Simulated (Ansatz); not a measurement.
Computed scan of one atom of the cell: CdSe (zinc blende)

Starting cell, CdSe (zinc blende):

```
CdSe
1.0
    0.00000     3.09814     3.09814
    3.09814     0.00000     3.09814
    3.09814     3.09814     0.00000
Se Cd
1 1
Cartesian
  4.64720   4.64720   4.64720
  0.00000   0.00000   0.00000
```

In each cell atom 2 (Cd, nearest neighbour Se at 2.683 Å; its periodic images, 4.4 Å or more away, move with it) moves by s·(1.000, 0.000, 0.000) (along Cartesian x), the rest being held.

These are PBE (plane waves to 420 eV, PAW, scalar-relativistic; Ansatz, a quantum-chemistry and plane-wave program) values and carry that method's errors. k mesh 8×8×8 (Γ-centred), Fermi-Dirac smearing 0.05 eV. Energies are smeared free energies. CdSe was relaxed with its symmetry unable to fall. The zero of ΔE is the undisplaced structure.

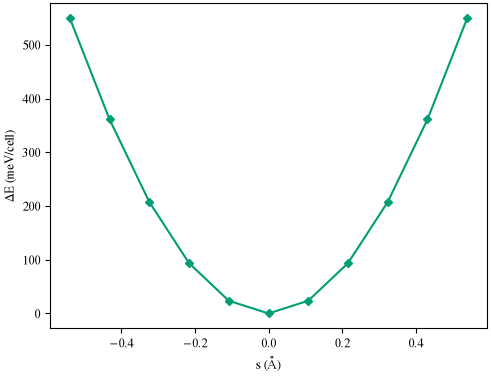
Fig. 1. ΔE (meV/cell) against s (Å); one marker a computed point.

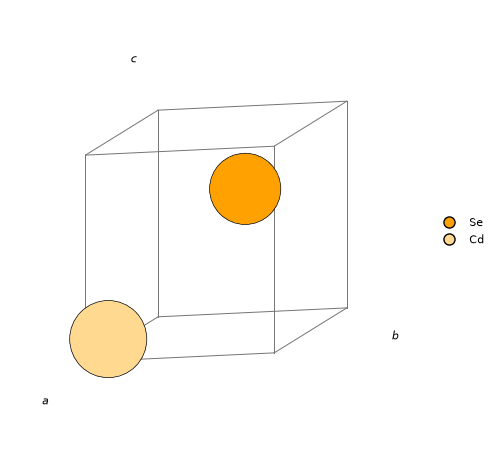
Figure. The cell of the calculation at s = 0.540 Å.

The zone-centre optical wavenumber from k (transverse: no LO-TO term) comes out as 154 cm⁻¹ and the force along the line at s = -0.540 Å is 1.89 eV/Å. The energy at s = 0.540 Å comes out as 549 meV/cell and the force constant k = d²E/ds² at s = 0 (finite differences) comes out as 4.07 eV/Å². Shape of the curve: a single well with its minimum at or next to zero displacement.

Reduced mass μ = 46.39 u; ν̃ = 521.5·√(k/μ) with k = 4.07 eV/Å².

(For displaced atoms, the force is minus the slope of the energy, and its curvature is a force constant, which sets phonon frequencies.)
